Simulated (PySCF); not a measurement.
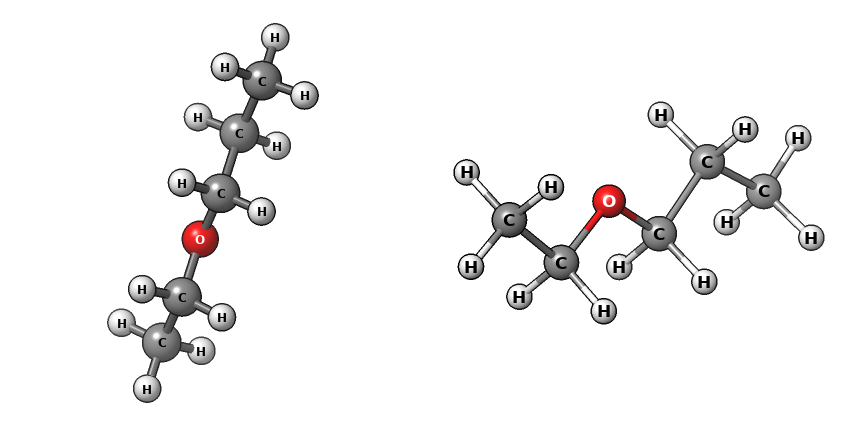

Both panels show the same species.

Question: Count the atoms of each element.

Answer: C5H12O, 18 atoms: 5 carbon, 12 hydrogen and 1 oxygen.

Question: Which point group does it belong to?

Answer: Cs.

The parts below concern this one geometry. Atoms keep their numbers from picture to picture. The computed structure is the end point of a PBE0-D3(BJ)/def2-SVP optimisation. No frequency run is at hand to confirm it as a minimum.

**Shape**

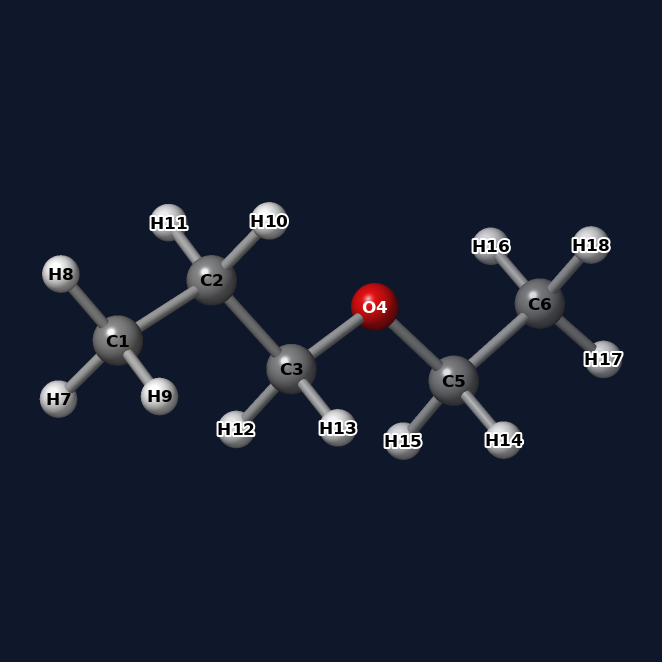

No frequency run is at hand to confirm it as a minimum.

Question: Describe the coordination of atom 2.

Answer: C2 has 4 neighbours (C1 at 1.52, C3 at 1.51, H10 at 1.10, H11 at 1.10 Å); the arrangement is tetrahedral.

Question: How are the neighbours of atom 4 arranged?

Answer: O4 has 2 neighbours (C3 at 1.40, C5 at 1.40 Å); the arrangement is bent.

Question: How are the neighbours of atom 5 arranged?

Answer: C5 has 4 neighbours (O4 at 1.40, C6 at 1.51, H14 at 1.11, H15 at 1.11 Å); the arrangement is tetrahedral.

Question: Describe the coordination of atom 6.

Answer: C6 has 4 neighbours (C5 at 1.51, H16 at 1.10, H17 at 1.10, H18 at 1.10 Å); the arrangement is tetrahedral.

Question: What is the dihedral angle C1–C2–C3–O4?

Answer: 180° in size, that is anti.

**Excitation**

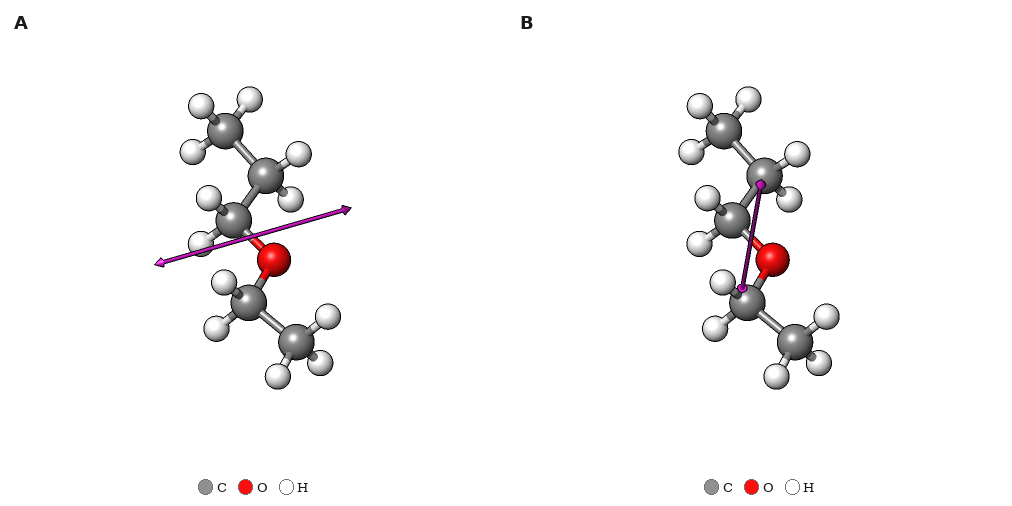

The double arrows show the directions of two transition dipoles from the ground state (lengths mean nothing). No frequency run is at hand to confirm it as a minimum. Method: TDDFT CAM-B3LYP/def2-SVPD, vertical, gas phase, core orbitals frozen in the response (PySCF 2.14.0).

Question: One belongs to singlet state 1 and one to singlet state 6. Which is which?

Answer: A: state 6, 8.97 eV (138 nm), oscillator strength 0.021, mainly HOMO−1 → LUMO (weight 0.82).
B: state 1, 7.17 eV (173 nm), oscillator strength 0.029, mainly HOMO → LUMO (weight 0.77).

**Levels of theory compared**

No frequency run is at hand to confirm it as a minimum. Program: PySCF 2.14.0.

At this fixed geometry, give HOMO energy (eV) at these levels: B3LYP/pcJ-1; CAM-B3LYP/def2-SVPD; PBE0/pcSseg-1; WP04/pcSseg-1.

```json
{"level": "B3LYP/pcJ-1", "HOMO energy (eV)": "−7.04"}
{"level": "CAM-B3LYP/def2-SVPD", "HOMO energy (eV)": "−8.82"}
{"level": "PBE0/pcSseg-1", "HOMO energy (eV)": "−7.27"}
{"level": "WP04/pcSseg-1", "HOMO energy (eV)": "−8.39"}
```

**NMR shielding**

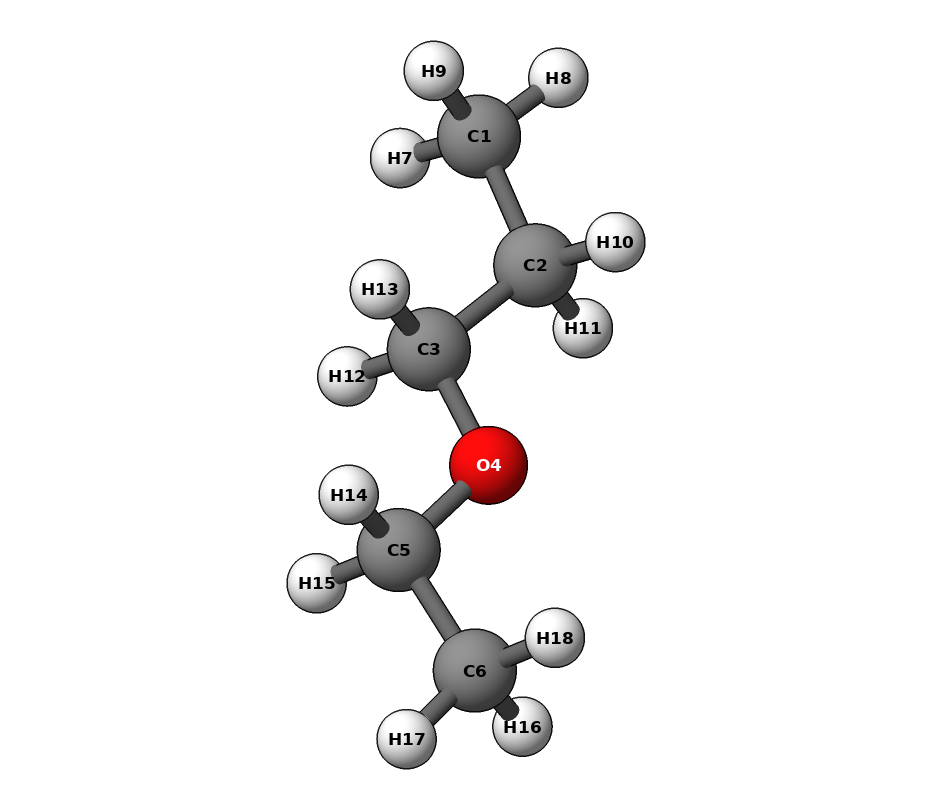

No frequency run is at hand to confirm it as a minimum. Level of theory: GIAO PBE0/pcSseg-1 NMR shielding, non-relativistic, gas phase (PySCF 2.14.0). Principal shieldings σ11 ≤ σ22 ≤ σ33, span Ω = σ33 − σ11, skew κ = 3(σiso − σ22)/Ω.

Give the shielding tensors of the C atoms.

```
atom    σ11    σ22    σ33   σiso     Ω      κ
  C1  165.9  166.7  186.9  173.2  20.9   0.93
  C2  143.6  160.6  170.1  158.1  26.5  −0.28
  C3   74.4   91.0  160.3  108.6  86.0   0.61
  C5   85.8   96.8  165.8  116.2  80.0   0.72
  C6  151.9  165.0  183.7  166.9  31.8   0.18
```

Shieldings and span in ppm.
